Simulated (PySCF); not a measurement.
# H₈O₂SSi₄: electronic excitations

Aim: predict the electronic excitations of H₈O₂SSi₄ (`[SiH3]S[SiH]1O[SiH2][SiH2]O1`).

The runs use PySCF 2.14.0, with density-fitted response routines of our own; the level of theory stands in each step. All values are computed, except where a source is named. Atoms count from 0, in the outputs and in this text.

### 1 The molecule as given

15 atoms, charge 0, multiplicity 1; geometry from: GFN2-xTB.

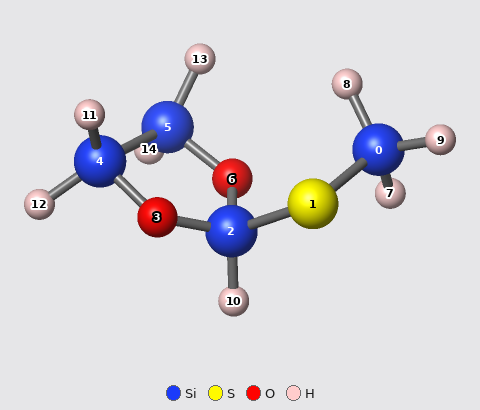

The starting geometry (silicon blue, sulfur yellow, oxygen red, hydrogen pink), atoms numbered.

### 2 TDDFT and polarisability: CAM-B3LYP/def2-SVPD

Job settings and geometry (Å):

```
{"job": {"kind": "uv", "xc": "CAM-B3LYP", "basis": "def2-SVPD", "nstates": 8, "ntriplets": 3}, "charge": 0, "multiplicity": 1}
Si     2.670997     1.109285    -0.115124
S      1.788127     0.190094     1.621399
Si     0.347219    -1.041958     0.682709
O     -1.076507    -0.956117     1.448815
Si    -2.462383    -0.368561     0.767181
Si    -1.458481     0.089160    -1.272694
O      0.035738    -0.430459    -0.795174
H      3.064194     0.061755    -1.047567
H      1.729665     2.045151    -0.717580
H      3.813172     1.796238     0.467531
H      0.728825    -2.428388     0.536598
H     -2.848956     0.729836     1.653442
H     -3.383690    -1.502807     0.862706
H     -1.203900     1.472826    -1.682282
H     -1.748435    -0.758064    -2.431871
```

Level: TDDFT CAM-B3LYP/def2-SVPD, vertical, gas phase, core orbitals frozen in the response.

Started as:

```sh
OMP_NUM_THREADS=1 python probes_run.py task.json out
```

One launch serves the whole session: the jobs run in the order shown.

What will the session give for the following? lowest singlet (CAM-B3LYP/def2-SVPD); brightest single state of those computed; lowest triplet. Wanted: lowest singlet; brightest single state of those computed; lowest triplet.

**Answer**, as computed:

| quantity | value |
| --- | --- |
| lowest singlet (CAM-B3LYP/def2-SVPD) | 6.14 eV (202 nm), f = 0.004 |
| brightest single state of those computed | state 2, 6.17 eV, f = 0.032 |
| lowest triplet | 5.50 eV |

In words: The first singlet state (HOMO→LUMO+1 0.50, HOMO−1→LUMO 0.18) lies at 6.14 eV and is weak; of the 8 states computed, the strongest absorption comes from state 2 at 6.17 eV. The lowest triplet lies 0.63 eV below the lowest singlet (triplets in Tamm-Dancoff, singlets in full TDDFT).
